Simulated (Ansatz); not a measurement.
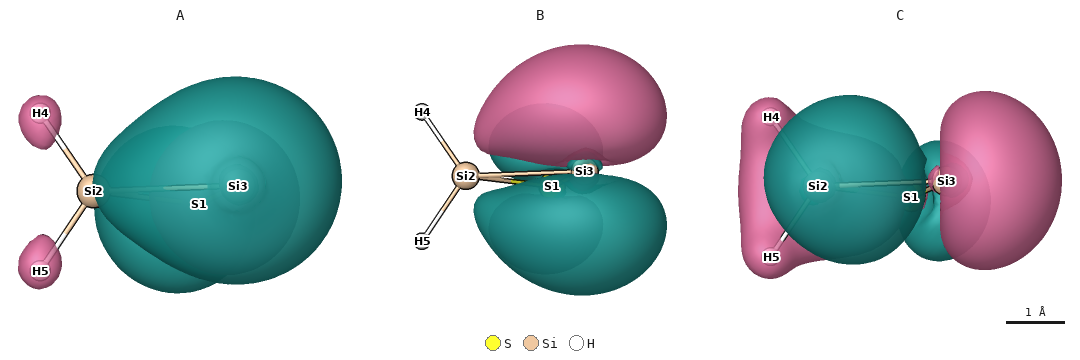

H2SSi2 (SMILES [Si-]1=[S+][SiH2]1). Three frontier orbitals at ±0.08 Å⁻³ᐟ² (teal and pink are the two phases), in no order.

Geometry: PBE0-D3(BJ)/pcseg-1.

These are results of isolated molecule in a Gaussian basis; Kohn-Sham density functional theory, functional PBE0 in Ansatz, not measurements.

```yaml
atoms:
  - { symbol: S, position_ang: [-0.0050, -0.6024, 0.9724] }
  - { symbol: Si, position_ang: [-0.5146, 0.4620, -0.8461] }
  - { symbol: Si, position_ang: [-1.9807, -0.9775, 0.2478] }
  - { symbol: H, position_ang: [-0.5096, 1.9378, -0.6514] }
  - { symbol: H, position_ang: [0.3406, 0.0519, -1.9935] }
```

> Order the three orbitals by energy and name them.

A is the HOMO−1 (−8.17 eV). It lies mainly on Si3 (about 45 %) and S1 (about 45 %). C is the HOMO (−6.57 eV). By Hirshfeld shares it lies mainly on Si3 (about 45 %), Si2 (about 35 %) and S1 (about 15 %). B is the LUMO (−2.84 eV). It lies mainly on Si3 (about 70 %) and S1 (about 20 %).

> What is the HOMO–LUMO gap?

3.73 eV between the orbital energies.
